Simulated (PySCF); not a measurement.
# C₄H₃BrN₂: excited-state relaxation

What do calculations give for the excited-state relaxation of C₄H₃BrN₂ (`Brc1cnccn1`)?

Programs: PySCF 2.14.0, with routines of our own; each step states its level. All values are computed. Atoms count from 0.

## 1. The starting structure

10 atoms, charge 0, multiplicity 1; geometry from: GFN2-xTB.

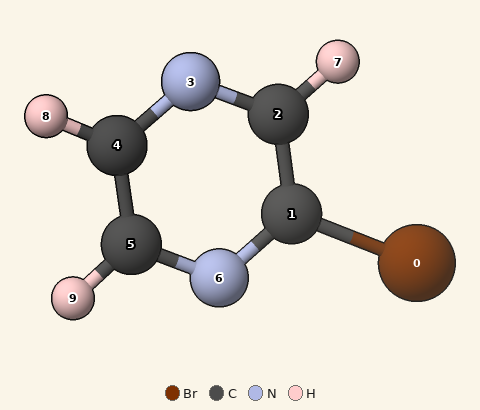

The starting geometry (bromine brown, carbon dark grey, nitrogen light blue, hydrogen pink).

## 2. Optimising the geometry at PBE0/def2-SVP

The job: settings as JSON, then the geometry in Å.

```
{"job": {"xc": "PBE0", "basis": "def2-SVP", "grid": 1, "kind": "geom"}, "charge": 0, "multiplicity": 1}
Br     2.691793    -1.588017    -0.132589
C      1.061045    -0.625755    -0.053785
C      1.054787     0.761834     0.064832
N     -0.090163     1.411993     0.117437
C     -1.213116     0.709607     0.055416
C     -1.191831    -0.674038    -0.061915
N     -0.045309    -1.333119    -0.116182
H      1.964231     1.342868     0.117025
H     -2.133463     1.273261     0.101166
H     -2.089090    -1.273980    -0.113932
```

On the command line:

```
> OMP_NUM_THREADS=1 python excited_run.py task.json out
```

One launch serves the whole session: the jobs run in the order shown.

Log:

```text
step   0  E = -2836.76583086  max force = 0.012489
step   1  E = -2836.76687582  max force = 0.002425
step   2  E = -2836.76689669  max force = 0.001362
step   3  E = -2836.76690946  max force = 0.000702
step   4  E = -2836.76690854  max force = 0.000784
step   5  E = -2836.76691124  max force = 0.000323
optimisation converged
```

Run time: 71 s. Hardware: 1 thread of AMD EPYC, shared host; peak memory 0.6 GiB.

Along the way:

```
step  energy from step 0 (eV)  largest force component (eV/Å)
   0                   0.0000                          0.6422
   1                  -0.0284                          0.1247
   2                  -0.0290                          0.0700
   3                  -0.0294                          0.0361
   4                  -0.0293                          0.0403
   5                  -0.0294                          0.0166
```

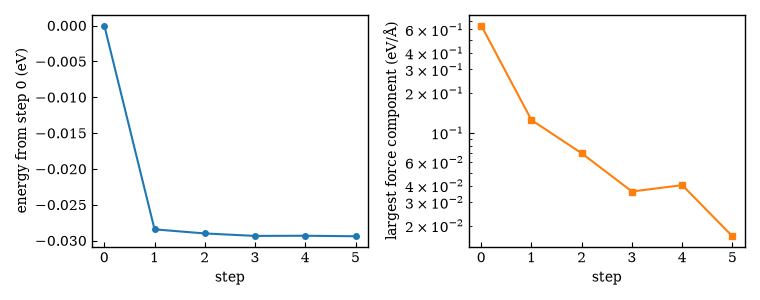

Energy and largest force along the relaxation.

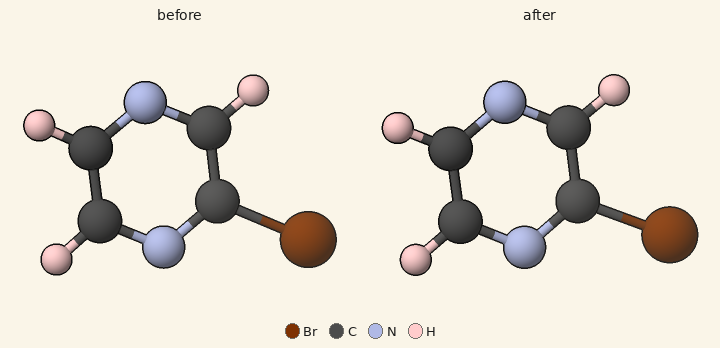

The geometry before (left) and after (right).

Distances of close pairs at the start and the end, largest changes first:

```
  bond  before (Å)  after (Å)  change (Å)
 C4–H8       1.080      1.095      +0.015
 C5–H9       1.081      1.095      +0.015
 C2–H7       1.080      1.095      +0.014
 C1–C2       1.393      1.404      +0.011
 C5–N6       1.324      1.332      +0.009
 N3–C4       1.326      1.332      +0.006
 C2–N3       1.318      1.323      +0.006
Br0–C1       1.895      1.890      -0.005
```

The final coordinates are the input of the step that follows.

```
                         at the end point                value
  point group (found at 0.08 Å tolerance)                   Cs
rotational constants (GHz, main isotopes)  6.098, 1.035, 0.885
                        dipole moment (D)                 1.38
```

## 3. Excited-state relaxation: TDA PBE0/def2-SVP

The job: settings as JSON, then the geometry in Å.

```
{"job": {"kind": "xopt", "state": "S1", "method": "TDA", "freq": false, "xc": "PBE0", "basis": "def2-SVP", "grid": 1}, "charge": 0, "multiplicity": 1}
Br     2.745874    -1.402395    -0.161036
C      1.078629    -0.517408    -0.064382
C      1.055833     0.878072     0.084762
N     -0.095691     1.526618     0.155323
C     -1.211867     0.803982     0.078012
C     -1.172549    -0.581029    -0.070135
N     -0.015618    -1.237825    -0.141486
H      1.984882     1.453884     0.144785
H     -2.165661     1.338830     0.134954
H     -2.091244    -1.173984    -0.132210
```

With the program's defaults for keys left out, this is: TDA PBE0/def2-SVP excited-state geometry optimisation, gas phase.

Log:

```text
final grid: 45712 points
cycle   1  E = -2836.7390154302  dE =  1.775e-01  |g| = 3.342e-01  |ddm| = 3.857e+00
cycle   2  E = -2836.7062236329  dE =  3.279e-02  |g| = 5.124e-01  |ddm| = 8.466e-01
cycle   3  E = -2836.7658020216  dE = -5.958e-02  |g| = 6.474e-02  |ddm| = 5.133e-01
cycle   4  E = -2836.7664083099  dE = -6.063e-04  |g| = 4.379e-02  |ddm| = 1.080e-01
cycle   5  E = -2836.7668987326  dE = -4.904e-04  |g| = 7.395e-03  |ddm| = 4.631e-02
cycle   6  E = -2836.7669076795  dE = -8.947e-06  |g| = 3.573e-03  |ddm| = 1.015e-02
cycle   7  E = -2836.7669111245  dE = -3.445e-06  |g| = 6.290e-04  |ddm| = 4.327e-03
cycle   8  E = -2836.7669112046  dE = -8.012e-08  |g| = 3.571e-04  |ddm| = 1.031e-03
cycle   9  E = -2836.7669112362  dE = -3.155e-08  |g| = 5.705e-05  |ddm| = 4.326e-04
cycle  10  E = -2836.7669112369  dE = -7.308e-10  |g| = 3.063e-05  |ddm| = 9.911e-05
converged SCF energy = -2836.7669112369

vertical S1 at the ground-state geometry: 4.1825 eV
step    E(state)/Eh    max force   excitation/eV  root
  0   -2836.61211083   0.036174     4.1579      1
  1   -2836.61161065   0.029248     3.9239      1
  2   -2836.61490119   0.015685     3.9324      1
  3   -2836.61733595   0.017676     3.8963      1
  4   -2836.61888117   0.021204     3.8128      1
  5   -2836.61934524   0.025639     3.4542      1
  6   -2836.62051239   0.013292     3.6397      1
  7   -2836.62094227   0.010058     3.5758      1
  8   -2836.62136384   0.010237     3.3591      1
  9   -2836.62151135   0.002275     3.4234      1
 10   -2836.62155909   0.000992     3.4064      1
 11   -2836.62157880   0.000397     3.3762      1
 12   -2836.62158032   0.000240     3.3785      1
optimisation converged
vertical emission 3.3785 eV, adiabatic 3.9547 eV, Stokes shift 0.8040 eV, reorganisation 0.2279 (excited) and 0.5762 eV (ground)
```

It took 5.3 min on 1 thread of AMD EPYC, shared host; peak memory 0.73 GiB.

In short:

```
                 quantity    value
  vertical absorption, S1  4.18 eV
     adiabatic energy, S1  3.95 eV
    vertical emission, S1  3.38 eV
         Stokes shift, S1  0.80 eV
geometry moved (RMSD), S1  0.057 Å
```

Bonds of the start that changed most:

```
  bond  start (Å)  end (Å)
 C1–C2      1.404    1.481
 C4–C5      1.393    1.468
 N3–C4      1.332    1.275
 N6–C1      1.312    1.269
 C2–H7      1.095    1.087
Br0–C1      1.890    1.882
```

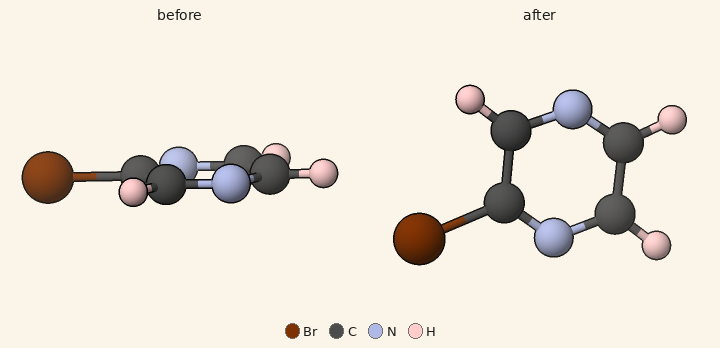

Before and after.

## 4. Excited-state relaxation: UKS PBE0/def2-SVP

The job, as its differences from that of step 3:

```diff
@@ -1,2 +1,2 @@
-{"job": {"kind": "xopt", "state": "S1", "method": "TDA", "freq": false, "xc": "PBE0", "basis": "def2-SVP", "grid": 1}, "charge": 0, "multiplicity": 1}
+{"job": {"kind": "xopt", "state": "T1", "method": "UKS", "freq": false, "xc": "PBE0", "basis": "def2-SVP", "grid": 1}, "charge": 0, "multiplicity": 1}
 Br     2.745874    -1.402395    -0.161036
```

Level: UKS PBE0/def2-SVP excited-state geometry optimisation, gas phase.

Log:

```text
final grid: 45712 points
cycle   1  E = -2836.7390154302  dE =  1.775e-01  |g| = 3.342e-01  |ddm| = 3.857e+00
cycle   2  E = -2836.7062236329  dE =  3.279e-02  |g| = 5.124e-01  |ddm| = 8.466e-01
cycle   3  E = -2836.7658020216  dE = -5.958e-02  |g| = 6.474e-02  |ddm| = 5.133e-01
cycle   4  E = -2836.7664083099  dE = -6.063e-04  |g| = 4.379e-02  |ddm| = 1.080e-01
cycle   5  E = -2836.7668987326  dE = -4.904e-04  |g| = 7.395e-03  |ddm| = 4.631e-02
cycle   6  E = -2836.7669076795  dE = -8.947e-06  |g| = 3.573e-03  |ddm| = 1.015e-02
cycle   7  E = -2836.7669111245  dE = -3.445e-06  |g| = 6.290e-04  |ddm| = 4.327e-03
cycle   8  E = -2836.7669112046  dE = -8.012e-08  |g| = 3.571e-04  |ddm| = 1.031e-03
cycle   9  E = -2836.7669112362  dE = -3.155e-08  |g| = 5.705e-05  |ddm| = 4.326e-04
cycle  10  E = -2836.7669112369  dE = -7.308e-10  |g| = 3.063e-05  |ddm| = 9.911e-05
converged SCF energy = -2836.7669112369

vertical T1 at the ground-state geometry: 3.4866 eV
step    E(state)/Eh    max force   <S^2>
  0   -2836.63788102   0.041364    2.0170
  1   -2836.63679561   0.020588    2.0174
  2   -2836.64013192   0.011463    2.0176
  3   -2836.64194025   0.007584    2.0180
  4   -2836.64244309   0.002723    2.0180
  5   -2836.64253464   0.001367    2.0180
  6   -2836.64255868   0.000844    2.0180
  7   -2836.64266513   0.003816    2.0181
  8   -2836.64022026   0.022303    2.0213
  9   -2836.64250201   0.011822    2.0189
 10   -2836.64286668   0.005969    2.0184
 11   -2836.64301696   0.004365    2.0186
 12   -2836.64339169   0.005930    2.0224
 13   -2836.64379707   0.009261    2.0271
 14   -2836.64424405   0.008822    2.0282
 15   -2836.64462284   0.006023    2.0288
 16   -2836.64484734   0.018738    2.0254
 17   -2836.64529380   0.005721    2.0260
 18   -2836.64546315   0.004652    2.0243
 19   -2836.64551475   0.003455    2.0223
 20   -2836.64560376   0.000983    2.0232
 21   -2836.64560834   0.000369    2.0230
optimisation converged
vertical emission 2.1374 eV, adiabatic 3.3008 eV, Stokes shift 1.3493 eV, reorganisation 0.1858 (excited) and 1.1635 eV (ground)
```

Wall time 8.9 min (1 thread of AMD EPYC, shared host); peak memory 0.62 GiB.

Key values:

```
                                     quantity    value
vertical gap at the ground-state geometry, T1  3.49 eV
                         adiabatic energy, T1  3.30 eV
     vertical gap at the relaxed geometry, T1  2.14 eV
               difference of the two gaps, T1  1.35 eV
                    geometry moved (RMSD), T1  0.207 Å
```

Bonds of the start that changed most:

```
 bond  start (Å)  end (Å)
C1–C2      1.404    1.467
C4–C5      1.393    1.446
C2–N3      1.323    1.371
N3–C4      1.332    1.285
C5–N6      1.332    1.373
N6–C1      1.312    1.273
```

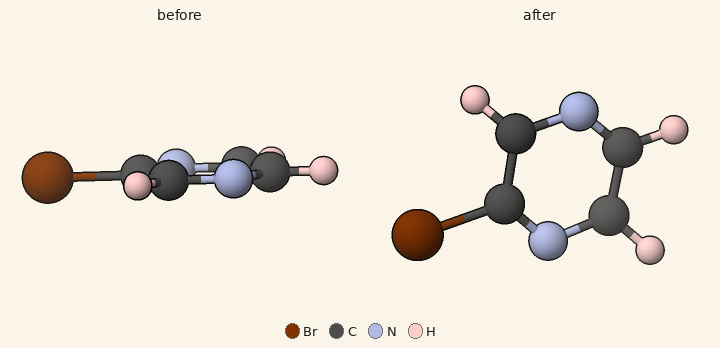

Before and after.

## 5. Results

| quantity | value |
| --- | --- |
| point group | Cs |
| rotational constants (main isotopes) | 6.10, 1.04, 0.88 GHz |
| vertical absorption, S1 (step 3, TDA PBE0/def2-SVP) | 4.18 eV |
| adiabatic energy, S1 (step 3, TDA PBE0/def2-SVP) | 3.95 eV |
| vertical emission, S1 (step 3, TDA PBE0/def2-SVP) | 3.38 eV |
| Stokes shift, S1 (step 3, TDA PBE0/def2-SVP) | 0.80 eV |
| vertical gap at the ground-state geometry, T1 (step 4, UKS PBE0/def2-SVP) | 3.49 eV |
| adiabatic energy, T1 (step 4, UKS PBE0/def2-SVP) | 3.30 eV |
| vertical gap at the relaxed geometry, T1 (step 4, UKS PBE0/def2-SVP) | 2.14 eV |
| difference of the two gaps, T1 (step 4, UKS PBE0/def2-SVP) | 1.35 eV |

The optimisation took 5 steps and gained 0.029 eV; among the close pairs (by a distance rule), C4–H8 changed most, from 1.080 to 1.095 Å. Steps that list no spin-orbit terms leave them out, which matters at and beside the heavy atoms. In step 3 the driver flags a change of the state's leading configuration on relaxing; where it is real, start and end values belong to different states. Where no frequencies were run, the relaxed excited state may be a saddle. In step 3 (excited-state relaxation), among the bonds C1–C2 changes most, from 1.404 to 1.481 Å. In step 4 (excited-state relaxation), among the bonds C1–C2 changes most, from 1.404 to 1.467 Å. The atoms move far more than that, so angles or torsions carry the main change. ΔSCF (UKS) and response values aren't on one footing and may follow different states, so their differences aren't method errors alone, and singlets and triplets from the two don't rank.
